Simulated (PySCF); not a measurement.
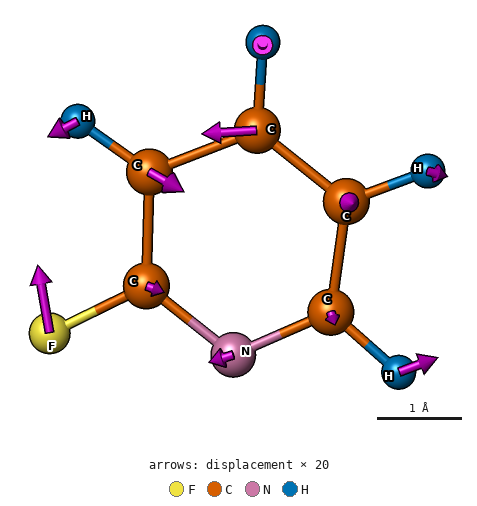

A relaxation of C5H4FN. The starting structure is drawn; purple arrows show the displacements, 20 times their true length. The two geometries are superimposed by the best rigid fit.

The picture is a ball-and-stick view, seen at a tilt.

The start comes from GFN2-xTB. Its atoms were then displaced at random by about 0.01 Å.

Level of theory: PBE0-D3(BJ)/def2-TZVP geometry optimisation, gas phase in PySCF 2.14.0, density-fitted response routines. 

### What happened in the run?

After 9 geometry steps the energy has fallen by 10.9 kJ/mol. The F atom moves most after the best rigid fit: 0.042 Å. By element the largest moves are F 0.042 Å, C 0.034 Å, H 0.026 Å, N 0.016 Å. Among the contacts that change: C–C 1.430 → 1.382 Å, C–H 1.047 → 1.082 Å, C–C 1.360 → 1.389 Å, C–N 1.324 → 1.303 Å. Bond angles that change, for instance: C–C–H 117.3° → 120.1°, C–C–H 123.4° → 120.7°. The run took 11 min on 2 threads of Intel(R) Xeon(R) Processor @ 2.50GHz (shared host).
